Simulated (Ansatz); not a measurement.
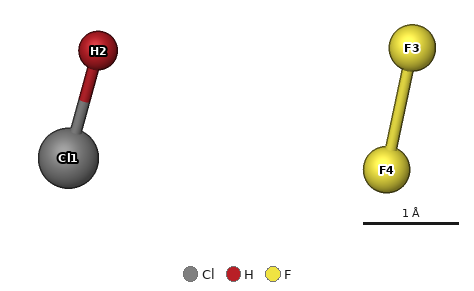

Fig. 1: The structure as given in the input (ball-and-stick view, seen at a tilt; atoms are numbered from 1 in the order of the input). Bond lengths as drawn: Cl–H 1.28 Å and F–F 1.41 Å.

## HClF$_{2}$: geometry relaxation

HClF$_{2}$, computed with UKS PBE0/def2-SVP (Ansatz 0.2.0).

It belongs to a series of runs on one base structure; here: start relaxed. Figures and captions count atoms from 1; the log counts them from 0 in places.

### Log
```
The last accepted step is kept in [file] (removed where the run ends without a failure and the disk answers)
Engine: ansatz 0.2.0, aarch64-unknown-linux-gnu
Functional definition: PBE0
  parameter a = 0.25
  parameter kappa = 0.804
  parameter beta = 0.06672455060314922
  exchange = (1 - a)*pbe_x(kappa = kappa, mu = beta*pi^2/3) + a*exact_x
  correlation = pbe_c(beta = beta)
505 factors; integrals over basis functions are off by at most 2.1e-4 eV
mean field evaluation 1: about -17949.7887 eV, gradient 1.1e1 eV
mean field evaluation 2: about -17950.0545 eV, gradient 6.1e0 eV
mean field evaluation 4: about -17950.1842 eV, gradient 9.3e-1 eV
mean field evaluation 8: about -17950.2037 eV, gradient 2.8e-3 eV
mean field -17950.20368807 eV, -659.6578184515 hartree, gradient 2.5e-5 eV, S^2 0.000000; 0 other end points of the search recorded, 0 dependent functions left out
the calculation of the forces begins
reference -17950.20369967 eV, -659.6578188778 hartree; 18, 18 occupied and 33, 33 virtual orbitals, 505 factors
relax step   1: F+E_penalty+E_count = -17950.20368807 eV  Δ(F+E_penalty+E_count) = +0.000e0 eV  max|allowed force component| = 1.019e0 eV/Å  Δτ_max = 0.0000 Å  (30 SCF iters, accepted)
these checks for a lower state are left out or cut short: starts, cluster_reference, orbital_swaps, neighbouring_geometries, increment
505 factors; integrals over basis functions are off by at most 2.0e-4 eV
mean field evaluation 16: about -17950.1909 eV, gradient 3.2e-1 eV
mean field -17950.20900523 eV, -659.6580138536 hartree, gradient 1.2e-5 eV, S^2 0.000000; 0 other end points of the search recorded, 0 dependent functions left out
[... from here on the field's lines of each further geometry are left out, up to the last ...]
relax step   2: F+E_penalty+E_count = -17950.20900523 eV  Δ(F+E_penalty+E_count) = -5.317e-3 eV  max|allowed force component| = 8.496e-1 eV/Å  Δτ_max = 0.1950 Å  (35 SCF iters, accepted)
relax step   3: F+E_penalty+E_count = -17950.22164274 eV  Δ(F+E_penalty+E_count) = -1.264e-2 eV  max|allowed force component| = 9.588e-1 eV/Å  Δτ_max = 0.1934 Å  (36 SCF iters, accepted)
relax step   4: F+E_penalty+E_count = -17950.21457579 eV  Δ(F+E_penalty+E_count) = +7.067e-3 eV  max|allowed force component| = 1.072e0 eV/Å  Δτ_max = 0.1990 Å  (34 SCF iters, rejected (line search))
relax step   5: F+E_penalty+E_count = -17950.24033012 eV  Δ(F+E_penalty+E_count) = -1.869e-2 eV  max|allowed force component| = 4.248e-1 eV/Å  Δτ_max = 0.0994 Å  (32 SCF iters, accepted)
relax step   6: F+E_penalty+E_count = -17950.24829521 eV  Δ(F+E_penalty+E_count) = -7.965e-3 eV  max|allowed force component| = 2.304e-1 eV/Å  Δτ_max = 0.0971 Å  (34 SCF iters, accepted)
relax step   7: F+E_penalty+E_count = -17950.25435233 eV  Δ(F+E_penalty+E_count) = -6.057e-3 eV  max|allowed force component| = 3.690e-1 eV/Å  Δτ_max = 0.1495 Å  (33 SCF iters, accepted)
relax step   8: F+E_penalty+E_count = -17950.23738870 eV  Δ(F+E_penalty+E_count) = +1.696e-2 eV  max|allowed force component| = 1.102e0 eV/Å  Δτ_max = 0.1950 Å  (33 SCF iters, rejected (line search))
relax step   9: F+E_penalty+E_count = -17950.25939775 eV  Δ(F+E_penalty+E_count) = -5.045e-3 eV  max|allowed force component| = 4.010e-1 eV/Å  Δτ_max = 0.0957 Å  (32 SCF iters, accepted)
relax step  10: F+E_penalty+E_count = -17950.26708454 eV  Δ(F+E_penalty+E_count) = -7.687e-3 eV  max|allowed force component| = 1.639e-2 eV/Å  Δτ_max = 0.1000 Å  (34 SCF iters, accepted)
relax step  11: F+E_penalty+E_count = -17950.26586742 eV  Δ(F+E_penalty+E_count) = +1.217e-3 eV  max|allowed force component| = 3.905e-1 eV/Å  Δτ_max = 0.1201 Å  (35 SCF iters, rejected (line search))
relax step  12: F+E_penalty+E_count = -17950.26884139 eV  Δ(F+E_penalty+E_count) = -1.757e-3 eV  max|allowed force component| = 9.700e-2 eV/Å  Δτ_max = 0.0585 Å  (33 SCF iters, accepted)
relax step  13: F+E_penalty+E_count = -17950.26896902 eV  Δ(F+E_penalty+E_count) = -1.276e-4 eV  max|allowed force component| = 2.698e-1 eV/Å  Δτ_max = 0.0732 Å  (33 SCF iters, accepted)
the calculation of the forces begins
reference -17950.27048038 eV, -659.6602730237 hartree; 18, 18 occupied and 33, 33 virtual orbitals, 505 factors
relax step  14: F+E_penalty+E_count = -17950.27046943 eV  Δ(F+E_penalty+E_count) = -1.500e-3 eV  max|allowed force component| = 7.959e-3 eV/Å  Δτ_max = 0.0268 Å  (33 SCF iters, accepted)
```

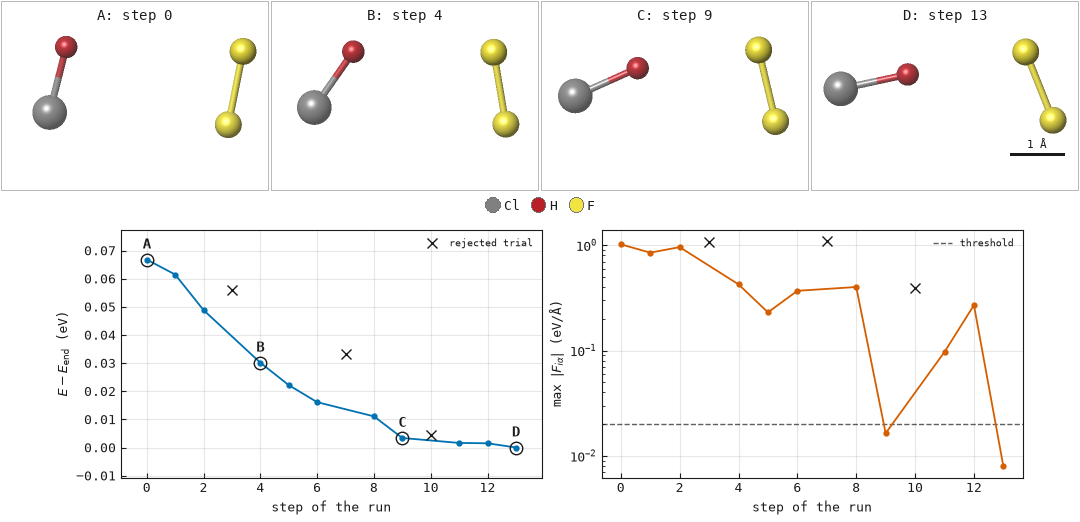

Fig. 2: Frames of the relaxation (ball-and-stick view, seen at a tilt) above the curves, on which the letters mark them (the first geometry is step 0 here and step 1 in the log).

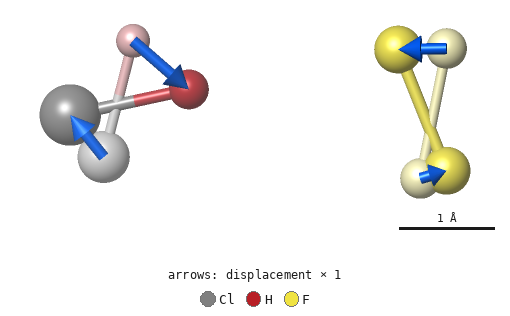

Fig. 3: Start (faint) and end (solid) with the displacements as blue arrows, at true length (ball-and-stick view, seen at a tilt). The two geometries are laid on each other by the best rigid fit. After 13 geometry steps the energy has fallen by 0.067 eV. Largest force component: 1 eV/Å at the start, 0.008 eV/Å at the end. The line search rejected the trial steps at points 3, 7, 10 (counted from 0) and went back. The largest move after the best rigid fit is that of H2, 0.78 Å. By element the largest moves are H 0.78 Å, Cl 0.57 Å, F 0.51 Å. Distances before and after: F3–F4 1.406 → 1.378 Å, Cl1–H2 1.277 → 1.286 Å. (Atoms are counted from 1 in the order of the input.)

```
505 factors; integrals over basis functions are off by at most 3.5e-4 eV
mean field -17950.27046943 eV, -659.6602726212 hartree, gradient 1.2e-5 eV, S^2 0.000000; 1 other end points of the search recorded, 0 dependent functions left out
the calculation of the forces begins
reference -17950.27048038 eV, -659.6602730237 hartree; 18, 18 occupied and 33, 33 virtual orbitals, 505 factors
Total energy: -17950.27048038 eV, -659.6602730237 hartree
Atom 0 at    -0.209905    -0.070357    -2.166547 Å, force     0.001592     0.000520     0.001656 eV/Å
Atom 1 at     0.118429     0.033561    -0.927505 Å, force    -0.000069    -0.000068     0.000965 eV/Å
Atom 2 at     0.645112     0.199707     1.260250 Å, force     0.003733     0.001130    -0.007959 eV/Å
Atom 3 at    -0.553637    -0.162911     1.833902 Å, force    -0.005256    -0.001582     0.005339 eV/Å
Dipole moment:     0.066725     0.021372     0.335927 e Å
```

### Trajectory as extended XYZ (Å, eV, eV/Å), 14 frames, from step=1 to step=14
```
4
Properties=species:S:1:pos:R:3:forces:R:3 step=1 energy=-17950.20369
Cl   -0.5849   -0.1943   -1.8039   -0.2634  -0.0871  -0.0784
H     0.5988    0.1974   -1.5297    0.2583   0.0853   0.0891
F     0.6585    0.1932    1.7823   -1.0143  -0.2966  -0.1899
F    -0.6724   -0.1963    1.5514    1.0195   0.2984   0.1791
4
Properties=species:S:1:pos:R:3:forces:R:3 step=2 energy=-17950.20901
Cl   -0.5738   -0.1903   -1.9150    0.8467   0.2793   0.4247
H     0.5528    0.1811   -1.3409   -0.8496  -0.2804  -0.3937
F     0.6756    0.2000    1.6908   -0.5479  -0.1605  -0.0793
F    -0.6546   -0.1907    1.5652    0.5508   0.1617   0.0483
4
Properties=species:S:1:pos:R:3:forces:R:3 step=3 energy=-17950.22164
Cl   -0.5262   -0.1737   -1.8935    0.5273   0.1724   0.3315
H     0.5232    0.1687   -1.1958   -0.5336  -0.1747  -0.3005
F     0.6730    0.2012    1.4973   -0.9524  -0.2811   0.0380
F    -0.6701   -0.1961    1.5920    0.9588   0.2835  -0.0690
4
Properties=species:S:1:pos:R:3:forces:R:3 step=4 energy=-17950.21458 accepted=F
Cl   -0.4586   -0.1499   -2.0107    0.9773   0.3137   1.0724
H     0.4123    0.1294   -1.0352   -0.9792  -0.3146  -1.0384
F     0.6788    0.2062    1.4221   -0.2201  -0.0654  -0.0041
F    -0.6324   -0.1857    1.6239    0.2220   0.0662  -0.0299
4
Properties=species:S:1:pos:R:3:forces:R:3 step=5 energy=-17950.24033
Cl   -0.4982   -0.1639   -1.9070    0.1111   0.0362   0.0568
H     0.5314    0.1691   -1.2064   -0.1240  -0.0404  -0.0242
F     0.6255    0.1884    1.4228    0.4248   0.1268  -0.1048
F    -0.6586   -0.1936    1.6908   -0.4119  -0.1226   0.0722
4
Properties=species:S:1:pos:R:3:forces:R:3 step=6 energy=-17950.24830
Cl   -0.4787   -0.1572   -1.9261    0.2178   0.0706   0.1571
H     0.4860    0.1540   -1.1219   -0.2304  -0.0748  -0.1286
F     0.6430    0.1942    1.3921    0.0835   0.0254  -0.0333
F    -0.6503   -0.1910    1.6560   -0.0708  -0.0212   0.0047
4
Properties=species:S:1:pos:R:3:forces:R:3 step=7 energy=-17950.25435
Cl   -0.4345   -0.1421   -1.9617    0.3484   0.1119   0.3690
H     0.4026    0.1261   -1.0010   -0.3570  -0.1149  -0.3547
F     0.6626    0.2015    1.3447    0.0048   0.0019  -0.0151
F    -0.6307   -0.1854    1.6181    0.0038   0.0010   0.0007
4
Properties=species:S:1:pos:R:3:forces:R:3 step=8 energy=-17950.23739 accepted=F
Cl   -0.3444   -0.1118   -2.0547    0.5723   0.1796   1.0925
H     0.2548    0.0762   -0.8840   -0.5679  -0.1784  -1.1015
F     0.6837    0.2105    1.3103    0.2202   0.0665  -0.0694
F    -0.5941   -0.1750    1.6285   -0.2246  -0.0677   0.0785
4
Properties=species:S:1:pos:R:3:forces:R:3 step=9 energy=-17950.25940
Cl   -0.3773   -0.1229   -2.0091    0.2872   0.0910   0.3960
H     0.3323    0.1015   -0.9410   -0.2987  -0.0947  -0.4010
F     0.6591    0.2021    1.2882   -0.1263  -0.0377   0.0438
F    -0.6141   -0.1808    1.6620    0.1377   0.0414  -0.0388
4
Properties=species:S:1:pos:R:3:forces:R:3 step=10 energy=-17950.26708
Cl   -0.3203   -0.1047   -2.0776    0.0136   0.0044   0.0025
H     0.2373    0.0713   -0.9323   -0.0122  -0.0041   0.0055
F     0.6764    0.2084    1.3184   -0.0102  -0.0030  -0.0164
F    -0.5935   -0.1750    1.6917    0.0088   0.0027   0.0083
4
Properties=species:S:1:pos:R:3:forces:R:3 step=11 energy=-17950.26587 accepted=F
Cl   -0.2378   -0.0787   -2.1591    0.1262   0.0396   0.3905
H     0.1481    0.0425   -0.9247   -0.1249  -0.0392  -0.3841
F     0.6573    0.2036    1.2751   -0.3101  -0.0939   0.1243
F    -0.5676   -0.1674    1.8087    0.3088   0.0935  -0.1307
4
Properties=species:S:1:pos:R:3:forces:R:3 step=12 energy=-17950.26884
Cl   -0.2759   -0.0907   -2.1131    0.0454   0.0143   0.0950
H     0.1902    0.0560   -0.9202   -0.0449  -0.0142  -0.0930
F     0.6657    0.2057    1.2865   -0.0970  -0.0293   0.0257
F    -0.5799   -0.1711    1.7470    0.0965   0.0292  -0.0276
4
Properties=species:S:1:pos:R:3:forces:R:3 step=13 energy=-17950.26897
Cl   -0.2209   -0.0732   -2.1580    0.0768   0.0239   0.2698
H     0.1260    0.0352   -0.9153   -0.0741  -0.0231  -0.2692
F     0.6546    0.2029    1.2655   -0.0776  -0.0236   0.0268
F    -0.5597   -0.1649    1.8079    0.0749   0.0227  -0.0274
4
Properties=species:S:1:pos:R:3:forces:R:3 step=14 energy=-17950.27047
Cl   -0.2099   -0.0704   -2.1665    0.0016   0.0005   0.0017
H     0.1184    0.0336   -0.9275   -0.0001  -0.0001   0.0010
F     0.6451    0.1997    1.2603    0.0037   0.0011  -0.0080
F    -0.5536   -0.1629    1.8339   -0.0053  -0.0016   0.0053
```

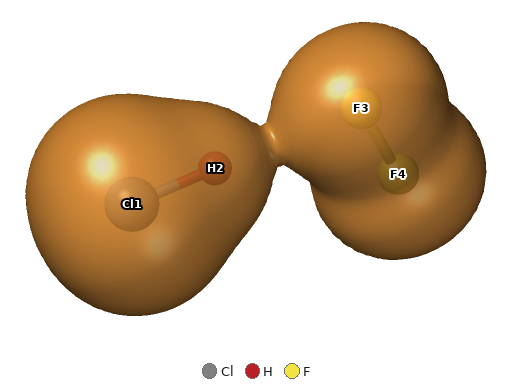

Fig. 4: Isosurface of the electron density at 0.06 e/Å³ (orange), seen at a tilt. At this value the surface is in one piece. On the grid the lowest density along these lines, outside the cores, is 0.07 e/Å³ (F···H, 2.26 Å), 2 e/Å³ (F–F, 1.38 Å) and 1.7 e/Å³ (Cl–H, 1.29 Å).

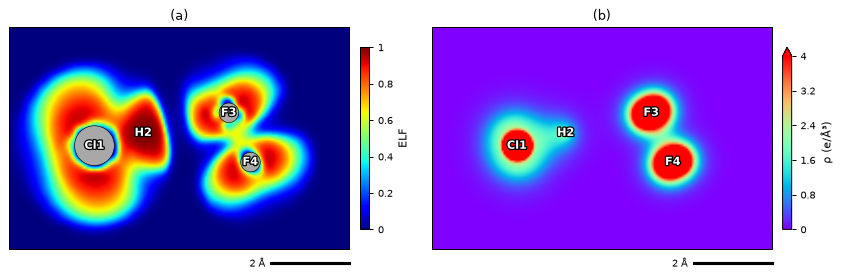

Fig. 5: (a) ELF; (b) electron density on the molecular plane. Grey discs, where drawn, cover atomic cores. F–F (1.38 Å): ρ is about 2 e/Å³ halfway; the ELF peaks at about 0.65 between the atoms. Cl–H (1.29 Å): ρ at the midpoint is about 1.9 e/Å³, with its minimum of 1.7 e/Å³ about 0.9 Å from Cl; the ELF climbs to about 1 towards the hydrogen, as it does in any bond to H.

The run was set up as follows.

### Input file
```yaml
crystal:
  periodic: [false, false, false]
  atoms:
    - { symbol: Cl, position_ang: [-0.5849, -0.1943, -1.8039] }
    - { symbol: H, position_ang: [0.5988, 0.1974, -1.5297] }
    - { symbol: F, position_ang: [0.6585, 0.1932, 1.7823] }
    - { symbol: F, position_ang: [-0.6724, -0.1963, 1.5514] }
magnetization:
  spin_polarized: true
basis:
  gaussian: { orbitals: def2-SVP }
hamiltonian:
  xc: pbe0
relax:
  f_tol: 0.02
  max_steps: 40
output:
  orbitals: {}
```

Command:
```bash
ansatz run input.yaml --threads 1 --pin off --max-ram 2048MiB --backend cpu --events-out ev --progress --plain --runs-dir out
```

### Results in brief

| quantity | value |
| --- | --- |
| outcome | converged |
| total energy | −17950.2705 eV |
| mean-field energy | −17950.2705 eV |
| largest force (length of the vector) at the end | 0.009 eV/Å |
| hardware | 1 thread of Arm Neoverse V1, 24 GiB of memory available, shared host |
| wall time | 25 s |
| peak memory | 0.12 GiB |
